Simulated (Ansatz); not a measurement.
# PBE0/6-31G(d) (spherical functions) run of Si5H10 (SMILES [SiH2]1[SiH2][SiH2][SiH2][SiH2]1)

Aim: the vertical singlet–triplet gap of Si5H10 at PBE0/6-31G* (spherical functions), from 2 runs. 

The calculation is run with Ansatz 0.2.0.

37 further runs of the same task are left out: 6 that didn't finish, 31 set aside as unsound or not needed.

## Step 1: The structure to begin with

Si5H10: 15 atoms, total charge 0, spin state singlet. SMILES: `[SiH2]1[SiH2][SiH2][SiH2][SiH2]1`. Geometry: relaxed at PBE0-D4/def2-TZVP. This is one conformer, not always the lowest.

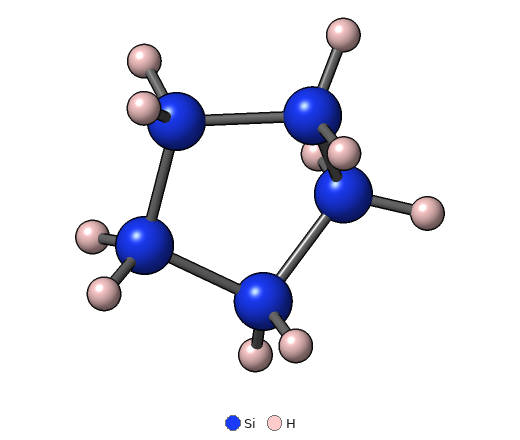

Viewed from a chosen angle; silicon blue, hydrogen pink.

## Step 2: A single-point energy at PBE0/6-31G(d) (spherical functions)

File input.yaml:

```yaml
crystal:
  periodic: [false, false, false]
  atoms:
    - {symbol: Si, position_ang: [-1.084060, 1.459050, 0.707660]}
    - {symbol: Si, position_ang: [-0.059090, -0.250640, 1.935200]}
    - {symbol: Si, position_ang: [1.685310, -0.847370, 0.493250]}
    - {symbol: Si, position_ang: [0.606660, -0.977730, -1.585910]}
    - {symbol: Si, position_ang: [-1.132210, 0.611030, -1.483210]}
    - {symbol: H, position_ang: [-0.194180, 2.654660, 0.740620]}
    - {symbol: H, position_ang: [-2.428560, 1.852980, 1.210560]}
    - {symbol: H, position_ang: [0.385250, 0.161940, 3.294480]}
    - {symbol: H, position_ang: [-1.000910, -1.399120, 2.063570]}
    - {symbol: H, position_ang: [2.395090, -2.100510, 0.869400]}
    - {symbol: H, position_ang: [2.671440, 0.270290, 0.461680]}
    - {symbol: H, position_ang: [0.014450, -2.335600, -1.746080]}
    - {symbol: H, position_ang: [1.530020, -0.729740, -2.727130]}
    - {symbol: H, position_ang: [-0.952370, 1.690690, -2.492650]}
    - {symbol: H, position_ang: [-2.436840, -0.059940, -1.741430]}
basis:
  gaussian: {orbitals: 6-31G_st_-spherical.json}
magnetization: {spin_polarized: false}
hamiltonian: {xc: {name: PBE0}}
accuracy: high
output: {orbitals: {seedname: orbitals}}
```

The basis set 6-31G* is read from a file made from the Basis Set Exchange's data (not shown).

Command:

```sh
ansatz run input.yaml --threads 1 --pin off --max-ram 3480MiB --events-out events.jsonl --progress --plain --runs-dir runs
```

Output:

```text
Warning: RAYON_NUM_THREADS=1 ignored (pool sized by the plan → 1); use --threads N
Functional definition: PBE0
  name "PBE0"
  parameter a = 0.25
  parameter kappa = 0.804
  parameter beta = 0.06672455060314922
  exchange = (1 - a)*pbe_x(kappa = kappa, mu = beta*pi^2/3) + a*exact_x
  correlation = pbe_c(beta = beta)
2595 factors; integrals over basis functions are off by at most 5.3e-9 eV
mean field evaluation 1: about -39531.2730 eV, gradient 1.1e1 eV
mean field evaluation 2: about -39531.6107 eV, gradient 6.8e0 eV
mean field evaluation 4: about -39531.7902 eV, gradient 2.5e-1 eV
mean field evaluation 8: about -39532.0874 eV, gradient 1.7e-2 eV
mean field evaluation 16: about -39532.0875 eV, gradient 1.9e-6 eV
mean field -39532.08745050 eV, -1452.7774179944 hartree, gradient 3.9e-8 eV, S^2 0.000000; 0 other end points of the search recorded, 0 dependent functions left out
reference -39532.08745452 eV, -1452.7774181423 hartree; 40, 40 occupied and 70, 70 virtual orbitals, 2595 factors
Total energy: -39532.08745452 eV, -1452.7774181423 hartree
```

Run time: 23 s. Hardware: 1 thread of Arm Neoverse V2, shared host; peak memory 0.53 GiB.

## Step 3: The triplet

File input.yaml:

```yaml
crystal:
  periodic: [false, false, false]
  atoms:
    - symbol: Si
      position_ang: [-1.084060, 1.459050, 0.707660]
    - symbol: Si
      position_ang: [-0.059090, -0.250640, 1.935200]
    - symbol: Si
      position_ang: [1.685310, -0.847370, 0.493250]
    - symbol: Si
      position_ang: [0.606660, -0.977730, -1.585910]
    - symbol: Si
      position_ang: [-1.132210, 0.611030, -1.483210]
    - symbol: H
      position_ang: [-0.194180, 2.654660, 0.740620]
    - symbol: H
      position_ang: [-2.428560, 1.852980, 1.210560]
    - symbol: H
      position_ang: [0.385250, 0.161940, 3.294480]
    - symbol: H
      position_ang: [-1.000910, -1.399120, 2.063570]
    - symbol: H
      position_ang: [2.395090, -2.100510, 0.869400]
    - symbol: H
      position_ang: [2.671440, 0.270290, 0.461680]
    - symbol: H
      position_ang: [0.014450, -2.335600, -1.746080]
    - symbol: H
      position_ang: [1.530020, -0.729740, -2.727130]
    - symbol: H
      position_ang: [-0.952370, 1.690690, -2.492650]
    - symbol: H
      position_ang: [-2.436840, -0.059940, -1.741430]
basis:
  gaussian: {orbitals: 6-31G_st_-spherical.json}
magnetization: {spin_polarized: true, initial_magnetization: 2}
output: {orbitals: {seedname: orbitals}}
hamiltonian: {xc: pbe0}
accuracy: high
```

The basis set 6-31G* is read from a file made from the Basis Set Exchange's data (not shown).

Command:

```sh
ansatz run input.yaml --threads 1 --pin off --max-ram 3480MiB --events-out events.jsonl --progress --plain --runs-dir runs
```

Output, cut to the lines that bear on the results:

```text
Warning: RAYON_NUM_THREADS=1 ignored (pool sized by the plan → 1); use --threads N
[... 2 set-up lines as earlier in the session ...]
[...]
2595 factors; integrals over basis functions are off by at most 5.3e-9 eV
[...]
mean field -39526.54476765 eV, -1452.5737281567 hartree, gradient 6.4e-8 eV, S^2 2.004710; 9 other end points of the search recorded, 0 dependent functions left out
reference -39526.54477213 eV, -1452.5737283216 hartree; 41, 39 occupied and 69, 71 virtual orbitals, 2595 factors
Total energy: -39526.54477213 eV, -1452.5737283216 hartree
```

Wall time 3.2 min (1 thread of Arm Neoverse V2, shared host); peak memory 0.87 GiB.

## Step 4: Outcome

At PBE0/6-31G* (spherical functions):

| quantity | value |
| --- | --- |
| singlet: total energy | -1452.77742 Eh |
| singlet: HOMO energy | -7.62 eV |
| singlet: LUMO energy | -0.65 eV |
| singlet: HOMO–LUMO gap | 6.98 eV |
| triplet: total energy | -1452.57373 Eh |
| triplet: HOMO energy (highest over α and β) | -2.21 eV |
| triplet: ⟨S²⟩ | 2.005 |
| vertical energy of the triplet above the singlet | 5.543 eV |

What this shows: At this shape the triplet lies 5.54 eV (535 kJ/mol) above the singlet.
